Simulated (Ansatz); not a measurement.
Reaction (SMILES): C#N (CH-N) → [C]#N (C-N) + H atom
B3LYP-D3(BJ)/def2-TZVP geometries, fixed; electronic energies without zero-point terms.

Basis-set convergence of the bond dissociation energy at PBE with Ansatz (a first-principles code). All functions are spherical. The program fits the integrals of some runs and decomposes those of others, by size. Open shells are unrestricted. No added dispersion term, no relativity. Functions are those of the species that has most. Reference: the value in pcseg-4, 128.77 kcal/mol, itself unsure by roughly 0.04 kcal/mol (its mean distance from aug-pcseg-3, aug-cc-pVQZ, cc-pV5Z). Deviations are taken from unrounded values.

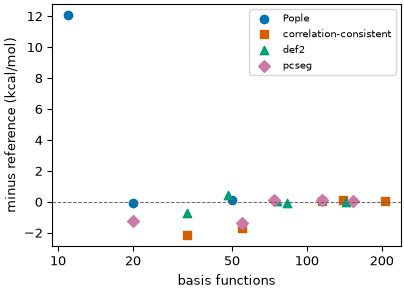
Deviation from the reference against the number of basis functions, by family of sets.

| basis | functions | bond dissociation energy (kcal/mol) | minus reference (kcal/mol) |
|---|---|---|---|
| STO-3G | 11 | 140.85 | 12.08 |
| 6-31G | 20 | 128.67 | -0.10 |
| pcseg-0 | 20 | 127.55 | -1.22 |
| cc-pVDZ | 33 | 126.63 | -2.14 |
| def2-SVP | 33 | 128.07 | -0.70 |
| def2-SVPD | 48 | 129.24 | 0.47 |
| 6-311+G** | 50 | 128.90 | 0.13 |
| aug-cc-pVDZ | 55 | 127.08 | -1.69 |
| aug-pcseg-1 | 55 | 127.44 | -1.33 |
| pcseg-2 | 74 | 128.90 | 0.13 |
| def2-TZVPP | 76 | 128.84 | 0.07 |
| def2-TZVPD | 83 | 128.68 | -0.09 |
| aug-cc-pVTZ | 115 | 128.82 | 0.05 |
| aug-pcseg-2 | 115 | 128.88 | 0.11 |
| cc-pVQZ | 140 | 128.89 | 0.12 |
| def2-QZVPP | 144 | 128.78 | 0.00 |
| pcseg-3 | 153 | 128.81 | 0.04 |
| aug-cc-pVQZ | 206 | 128.85 | 0.07 |
